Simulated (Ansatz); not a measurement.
The reference is AlN in the wurtzite structure (space group P6_3mc, No. 186; a = 3.130 Å, c = 5.018 Å).

One thing is altered: the cell is scaled by 1.0240 in all directions, atoms relaxed at fixed cell.

Calculations: Kohn–Sham DFT with the PBE functional, run in Ansatz (a program for electronic structure) with PAW and 420 eV plane waves, no spin-orbit coupling.

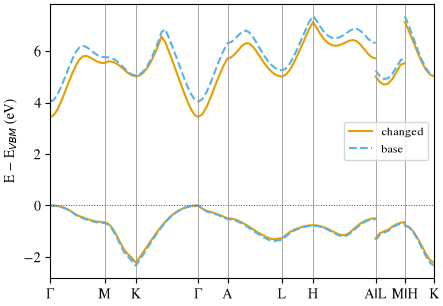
Fig. 1. Highest valence and lowest conduction band along the path, each from its own valence-band maximum

Read the changed gap and its character from the plot.

About 3.4 eV, direct at Γ.

The cells carry an imposed strain or load. Whether these cells are dynamically stable was not tested.
